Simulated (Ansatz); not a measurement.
# BH2OF (SMILES OBF): levels of theory compared

We compute a comparison of 6 runs (B3LYP/STO-3G, BLYP/STO-3G, CAM-B3LYP/STO-3G, r2SCAN/STO-3G, UMP2/STO-3G, CCSD(T)/STO-3G) of BH2OF. 

The results are computed with Ansatz 0.2.0.

70 further runs of the same task are left out: 1 that didn't finish, 69 set aside as unsound or not needed.

### Step 1. Starting point

BH2OF has 5 atoms, charge 0, and is taken as a singlet. As SMILES, `OBF`. The B2–O1 distance was set to 2.689 Å, away from the relaxed value. At this shape a bond of the SMILES string is far longer than usual.

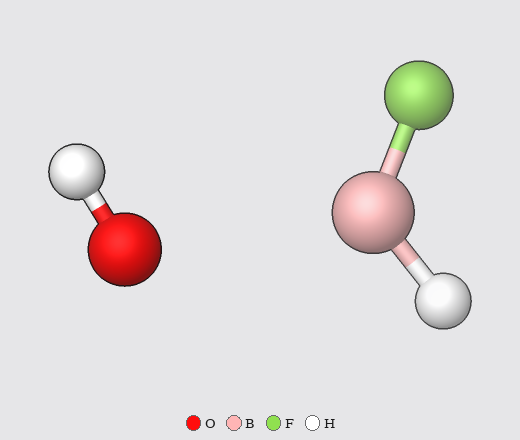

The structure, seen from a chosen angle (oxygen red, boron pink, fluorine green, hydrogen white).

### Step 2. A single-point energy at B3LYP/STO-3G (run 1)

File molecule.yaml:

```yaml
crystal:
  periodic: [false, false, false]
  atoms:
    - symbol: O
      position_ang: [-2.295823, 0.345003, 0.112699]
    - symbol: B
      position_ang: [0.365000, -0.030200, 0.201100]
    - symbol: F
      position_ang: [1.039200, -0.323700, -0.909500]
    - symbol: H
      position_ang: [-2.667623, 0.245003, -0.770001]
    - symbol: H
      position_ang: [0.948300, 0.065400, 1.236000]
basis:
  gaussian:
    orbitals: STO-3G
hamiltonian:
  xc: {name: B3LYP}
accuracy: high
```

Started as:

```console
$ ansatz run molecule.yaml --threads 1 --pin off --max-ram 2610MiB --events-out events.jsonl --progress --plain --runs-dir runs
```

Output:

```text
Warning: RAYON_NUM_THREADS=1 ignored (pool sized by the plan → 1); use --threads N
Functional definition: B3LYP
  name "B3LYP"
  parameter a0 = 0.2
  parameter ax = 0.72
  parameter ac = 0.81
  exchange = (1 - a0 - ax)*slater_x + ax*b88_x + a0*exact_x
  correlation = (1 - ac)*vwn_rpa_c + ac*lyp_c
277 factors; integrals over basis functions are off by at most 4.0e-8 eV
mean field evaluation 1: about -5382.4418 eV, gradient 3.1e1 eV
mean field evaluation 2: about -5255.8766 eV, gradient 1.0e2 eV
mean field evaluation 4: about -5387.9808 eV, gradient 2.1e1 eV
mean field evaluation 8: about -5387.9436 eV, gradient 2.1e1 eV
mean field evaluation 16: about -5391.0247 eV, gradient 1.3e-6 eV
mean field -5391.02466206 eV, -198.1165021630 hartree, gradient 1.4e-8 eV, S^2 0.000000; 0 other end points of the search recorded, 0 dependent functions left out
reference -5391.02468730 eV, -198.1165030907 hartree; 12, 12 occupied and 5, 5 virtual orbitals, 277 factors
Total energy: -5391.02468730 eV, -198.1165030907 hartree
```

Wall time 1.1 s (1 thread of Arm Neoverse V1, shared host); peak memory 0.091 GiB.

### Step 3. The energy at BLYP/STO-3G (run 2)

File molecule.yaml:

```yaml
crystal:
  periodic: [false, false, false]
  atoms:
    - {symbol: O, position_ang: [-2.295823, 0.345003, 0.112699]}
    - {symbol: B, position_ang: [0.365000, -0.030200, 0.201100]}
    - {symbol: F, position_ang: [1.039200, -0.323700, -0.909500]}
    - {symbol: H, position_ang: [-2.667623, 0.245003, -0.770001]}
    - {symbol: H, position_ang: [0.948300, 0.065400, 1.236000]}
basis:
  gaussian: {orbitals: STO-3G}
hamiltonian: {xc: {name: BLYP}}
accuracy: high
```

Started as:

```console
$ ansatz run molecule.yaml --threads 1 --pin off --max-ram 2610MiB --events-out events.jsonl --progress --plain --runs-dir runs
```

Output:

```text
Warning: RAYON_NUM_THREADS=1 ignored (pool sized by the plan → 1); use --threads N
Functional definition: BLYP
  name "BLYP"
  parameter beta = 0.0042
  parameter a = 0.04918
  parameter b = 0.132
  parameter c = 0.2533
  parameter d = 0.349
  exchange = b88_x(beta = beta)
  correlation = lyp_c(a = a, b = b, c = c, d = d)
277 factors; integrals over basis functions are off by at most 4.0e-8 eV
mean field evaluation 1: about -5380.8999 eV, gradient 3.4e1 eV
mean field evaluation 2: about -5049.1523 eV, gradient 1.5e2 eV
mean field evaluation 4: about -5363.4881 eV, gradient 1.0e2 eV
mean field evaluation 8: about -5383.1061 eV, gradient 4.0e1 eV
mean field evaluation 16: about -5389.9654 eV, gradient 1.3e-8 eV
mean field evaluation 32: about -5372.1358 eV, gradient 2.2e1 eV
mean field -5389.96535238 eV, -198.0775732501 hartree, gradient 1.7e-8 eV, S^2 0.000000; 1 other end points of the search recorded, 0 dependent functions left out
reference -5389.96538684 eV, -198.0775745165 hartree; 12, 12 occupied and 5, 5 virtual orbitals, 277 factors
Total energy: -5389.96538684 eV, -198.0775745165 hartree
```

Run time: 1.3 s. Hardware: 1 thread of Arm Neoverse V1, shared host; peak memory 0.09 GiB.

Runs 3 to 5 aren't shown in full; the table further down has their settings and results.

### Step 4. A single-point energy at CCSD(T)/STO-3G (run 6)

File run.yaml:

```yaml
crystal:
  periodic: [false, false, false]
  atoms:
    - symbol: O
      position_ang: [-2.295823, 0.345003, 0.112699]
    - symbol: B
      position_ang: [0.365000, -0.030200, 0.201100]
    - symbol: F
      position_ang: [1.039200, -0.323700, -0.909500]
    - symbol: H
      position_ang: [-2.667623, 0.245003, -0.770001]
    - symbol: H
      position_ang: [0.948300, 0.065400, 1.236000]
basis:
  gaussian: {orbitals: STO-3G}
correlation: {method: ccsd_t, frozen_orbitals: {B: 1, F: 1, H: 0, O: 1}}
accuracy: high
scf: {omitted_lower_state_checks: [cluster_reference, increment]}
```

Started as:

```console
$ ansatz run run.yaml --threads 1 --pin off --max-ram 2610MiB --events-out events.jsonl --progress --plain --runs-dir runs
```

Output:

```text
Warning: RAYON_NUM_THREADS=1 ignored (pool sized by the plan → 1); use --threads N
[... 13 lines left out ...]
3 core orbitals not correlated: weight in the atoms' cores, before any rotation towards them, 1.000 or more for the frozen orbitals, at most 0.000 for the correlated occupied ones
[... 32 lines left out ...]
WARN: these amplitudes may be one of several solutions (largest doubles amplitude 0.64, level shift 10.00 eV)
Total energy: -5371.92304149 eV, -197.4145305544 hartree
Checks for a lower state left out: cluster_reference, increment
```

Wall time 0.24 s (1 thread of Arm Neoverse V1, shared host).

### Step 5. Overview of the runs

```tsv
run	level	frozen core orbitals	energy (Eh)	wall time
1	B3LYP/STO-3G	–	-198.116503	1.1 s
2	BLYP/STO-3G	–	-198.077575	1.3 s
3	CAM-B3LYP/STO-3G	–	-198.012346	1.2 s
4	r2SCAN/STO-3G	–	-198.061496	2.3 s
5	UMP2/STO-3G	3	-197.377739	0.34 s
6	CCSD(T)/STO-3G	3	-197.414531	0.24 s
```

### Step 6. Summary of results

```
                                          quantity          value
                               run 6: total energy  -197.41453 Eh
run 6: correlation energy (3 core orbitals frozen)     -263.4 mEh
                             run 6: (T) correction     -12.90 mEh
                              run 6: T1 diagnostic          0.037
```

Totals of different functionals can't be ranked against each other. In run 6 the T1 diagnostic is large, so a single reference may not serve. In run 6 the log says that unrestricted orbitals would lower the reference, so the values rest on an unstable closed-shell determinant (other closed-shell runs at this shape may share the fault). In runs 1, 2, 3, 4, 5, 6 the basis is minimal, so the values are rough. Spin contamination of the reference: run 5 ⟨S²⟩ = 0.97. Where it is this large, the reference is a mixture of spin states, and values that rest on it are in doubt. All runs together took 6.5 s, the longest 2.3 s.
